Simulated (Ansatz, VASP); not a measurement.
# Cross-check of SiC (Moissanite) between VASP and Ansatz, part 3 of 3

Aim: how closely do two programs agree when they are given the same cell, functional and k mesh?

VASP 6.6.1 and Ansatz 0.2.0.

So far. Step 4 (Comparison): The forces differ by 0.1 meV/Å r.m.s., which is 0.0 % of the r.m.s. force of 0.44 eV/Å (both taken over all components). Among the levels compared (up to four filled and three empty ones at each point), filled levels agree within 9 meV and empty ones within 15 meV.

## 6. VASP: band structure, PBE0

Level of this step: PBE0; plane waves and PAW (Si, C) (VASP).

The same cell, functional, mesh and smearing now go to VASP, with its own data sets and cutoff.

Contents of INCAR:

```
SYSTEM = SiC
PREC = Accurate
ENCUT = 460
EDIFF = 1E-06
NELM = 100
ISMEAR = 0
SIGMA = 0.03
LREAL = .FALSE.
ALGO = Normal
LHFCALC = .TRUE.
AEXX = 0.25
GGA = PE
LASPH = .TRUE.
NBANDS = 14
PRECFOCK = Fast
HFRCUT = -1
LORBIT = 11
LWAVE = .FALSE.
LCHARG = .FALSE.
KPAR = 8
```

Contents of POSCAR:

```
SiC
1.0
    3.0760000000      0.0000000000      0.0000000000
   -1.5380000000      2.6638941420      0.0000000000
    0.0000000000      0.0000000000      5.0480000000
Si C
2 2
Direct
    0.6666666667      0.3333333333      0.5000000000
    0.3333333333      0.6666666667      0.0000000000
    0.6666666667      0.3333333333      0.8850000000
    0.3333333333      0.6666666667      0.3850000000
```

Contents of KPOINTS:

```
Automatic mesh
0
Gamma
5 5 3
0 0 0
```

Contents of KPOINTS_OPT:

```
Line mode
10
Line-mode
Reciprocal
  0.00000000   0.00000000   0.00000000 GAMMA
  0.50000000   0.00000000   0.00000000 M

  0.50000000   0.00000000   0.00000000 M
  0.33333333   0.33333333   0.00000000 K

  0.33333333   0.33333333   0.00000000 K
  0.00000000   0.00000000   0.00000000 GAMMA

  0.00000000   0.00000000   0.00000000 GAMMA
  0.00000000   0.00000000   0.50000000 A

  0.00000000   0.00000000   0.50000000 A
  0.50000000   0.00000000   0.50000000 L

  0.50000000   0.00000000   0.50000000 L
  0.33333333   0.33333333   0.50000000 H

  0.33333333   0.33333333   0.50000000 H
  0.00000000   0.00000000   0.50000000 A

  0.50000000   0.00000000   0.50000000 L
  0.50000000   0.00000000   0.00000000 M

  0.33333333   0.33333333   0.00000000 K
  0.33333333   0.33333333   0.50000000 H
```

Potentials, in the order of the species: Si and C (PBE family, release 64).

Run with:

```console
> mpirun -np 8 vasp_std
```

Numbers of over 12 decimals in the logs are rounded to 6 here.

Output:

```text
[banner, memory and clock lines left out]
running    8 mpi-ranks, on    1 nodes
[...]
[... a notice as in an earlier step ...]

 LDA part: xc-table for (Slater+PW92), standard interpolation
 found WAVECAR, reading the header
 POSCAR, INCAR and KPOINTS ok, starting setup
[...]
HFRCUT set to (new)   9.047566
 reading WAVECAR
 the WAVECAR file was read successfully
 initial charge from wavefunction
 entering main loop
       N       E                     dE             d eps       ncg     rms          rms(c)
DAV:   1    -0.368643703032E+02   -0.36864E+02   -0.12460E+00   280   0.929E+00    0.479E+00
DAV:   2    -0.368752912951E+02   -0.10921E-01   -0.40486E-02   346   0.148E+00    0.362E+00
DAV:   3    -0.368715868033E+02    0.37045E-02   -0.25136E-03   340   0.333E-01    0.210E+00
DAV:   4    -0.368706551587E+02    0.93164E-03   -0.93014E-04   334   0.182E-01    0.119E+00
[...]
DAV:   8    -0.368702242517E+02    0.10774E-04   -0.38561E-06   334   0.167E-02    0.120E-01
DAV:   9    -0.368702208724E+02    0.33793E-05   -0.10052E-06   182   0.893E-03    0.688E-02
DAV:  10    -0.368702199365E+02    0.93589E-06   -0.46443E-07   158   0.627E-03
   1 F= -.36870220E+02 E0= -.36870220E+02  d E =-.145565E-16
 Start KPOINTS_OPT (optional k-point list driver)
k-point batch [1-10\90]
       N       E                     dE             ncg
DAV:   1     0.860650912458E+03   -0.22975E+04      280
DAV:   2     0.232941301503E+03   -0.62771E+03      392
DAV:   3     0.165718435472E+03   -0.67223E+02      376
DAV:   4     0.164768829058E+03   -0.94961E+00      352
DAV:   5     0.164752676772E+03   -0.16152E-01      364
DAV:   6     0.164752459863E+03   -0.21691E-03      340
DAV:   7     0.164752455632E+03   -0.42301E-05      316
DAV:   8     0.164752455505E+03   -0.12741E-06      260
[...]
k-point batch [81-90\90]
       N       E                     dE             ncg
DAV:   1     0.571645411960E+03   -0.60609E+04      280
DAV:   2     0.362698887616E+02   -0.53538E+03      340
DAV:   3     0.109438326020E+01   -0.35176E+02      370
DAV:   4     0.580115545787E+00   -0.51427E+00      400
DAV:   5     0.574605024116E+00   -0.55105E-02      358
DAV:   6     0.574560138835E+00   -0.44885E-04      346
DAV:   7     0.574559657207E+00   -0.48163E-06      260
```

Parts of OUTCAR (step 6):

```text
 POSITION                                       TOTAL-FORCE (eV/Angst)
 -----------------------------------------------------------------------------------
      1.53800      0.88796      2.52400        -0.000000      0.000000      0.762861
     -0.00000      1.77593      0.00000        -0.000000     -0.000000      0.762861
      1.53800      0.88796      4.46748         0.000000     -0.000000     -0.762861
     -0.00000      1.77593      1.94348        -0.000000      0.000000     -0.762861
 -----------------------------------------------------------------------------------
    total drift:                                0.000000      0.000000      0.001596

  FREE ENERGIE OF THE ION-ELECTRON SYSTEM (eV)
  ---------------------------------------------------
  free  energy   TOTEN  =       -36.8702199365 eV

  energy  without entropy=      -36.8702199365  energy(sigma->0) =      -36.87021994

[... 2 parts as in an earlier step ...]

[... 1 further part left out ...]
[key lines of the parts left out:]
E-fermi :   7.6420
```

## 7. Differences

The two programs side by side:

```csv
quantity,Ansatz,VASP,difference
gap over the path points (eV),3.889,3.900,-0.011
```

Forces (eV/Å; atoms numbered as in POSCAR):

```csv
atom,"Ansatz x, y, z","VASP x, y, z"
Si1,"0.000, 0.000, 0.762","0.000, 0.000, 0.763"
Si2,"0.000, 0.000, 0.762","0.000, 0.000, 0.763"
C3,"0.000, 0.000, -0.762","0.000, 0.000, -0.763"
C4,"0.000, 0.000, -0.762","0.000, 0.000, -0.763"
```

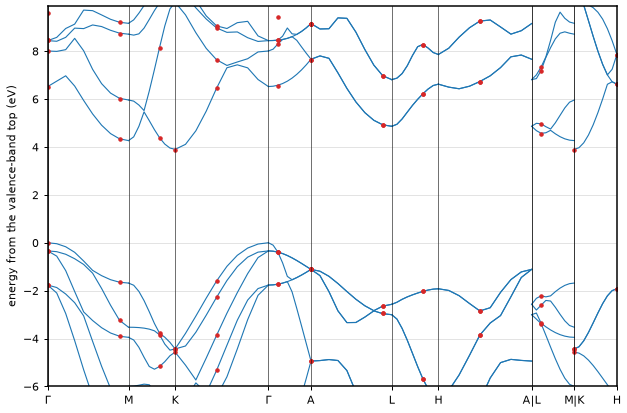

Bands from VASP (lines) and levels from Ansatz (dots). Dots without a line are higher empty bands that the VASP plot leaves out.

Levels at points of the path, from each program's valence-band top (eV; 4 filled, then empty):

```csv
k (reciprocal lattice),Ansatz,VASP
0.000 0.000 0.000,-1.75 -0.33 -0.33 0.00 6.50 7.99 8.45,-1.77 -0.34 -0.34 0.00 6.52 8.01 8.44
0.444 0.000 0.000,-6.22 -3.89 -3.24 -1.64 4.33 6.02 8.74,-6.22 -3.90 -3.24 -1.65 4.34 6.03 8.75
0.389 0.222 0.000,-6.62 -5.17 -3.84 -3.78 4.37 8.15 10.01,-6.63 -5.17 -3.85 -3.78 4.38 8.16 10.02
0.333 0.333 0.000,-7.20 -4.56 -4.44 -4.44 3.89 10.02 10.78,-7.22 -4.57 -4.43 -4.43 3.90 10.05 10.79
0.185 0.185 0.000,-5.33 -3.87 -2.28 -1.60 6.45 7.64 8.97,-5.33 -3.87 -2.28 -1.60 6.46 7.64 8.97
0.000 0.000 0.111,-1.72 -0.39 -0.38 -0.38 6.56 8.29 8.47,-1.73 -0.39 -0.39 -0.39 6.58 8.30 8.46
0.000 0.000 0.500,-1.10 -1.10 -1.10 -1.10 7.65 7.65 9.15,-1.11 -1.11 -1.11 -1.11 7.66 7.66 9.15
0.444 0.000 0.500,-2.95 -2.95 -2.65 -2.65 4.92 4.92 6.96,-2.96 -2.96 -2.65 -2.65 4.92 4.92 6.97
0.389 0.222 0.500,-5.68 -5.68 -2.03 -2.03 6.21 6.21 8.27,-5.68 -5.68 -2.03 -2.03 6.22 6.22 8.28
0.185 0.185 0.500,-3.86 -3.86 -2.85 -2.85 6.73 6.73 9.26,-3.86 -3.86 -2.85 -2.85 6.73 6.73 9.26
```

The forces differ by 0.2 meV/Å r.m.s., which is 0.1 % of the r.m.s. force of 0.44 eV/Å (both taken over all components). Among the levels compared (up to four filled and three empty ones at each point), filled levels agree within 15 meV and empty ones within 23 meV.

## 8. What came out

| Item | Value |
| --- | --- |
| difference in gap over the path points (band structure, HSE06) | -0.0044 eV |
| difference in gap over the path points (band structure, PBE0) | -0.011 eV |

**Reading.** The difference in gap over the path points is -0.011 eV (band structure, PBE0), within the 0.08 eV picked in this series as the mark of a large difference. Differences of this kind measure data sets and numerical settings, not the functional's error against experiment.

[Lines on the potential files, build, host, timing and source positions are cut from VASP's logs without a mark.]

[Logs are printed without paths, hosts, clocks, repeated set-up lines and the standing remarks that a program may print on its own settings, such as how far it seeks lower states.]

[Hosts, paths, dates, database ids (printed as entryN), source tags and the programs' standing remarks are cut or masked in the printed files.]
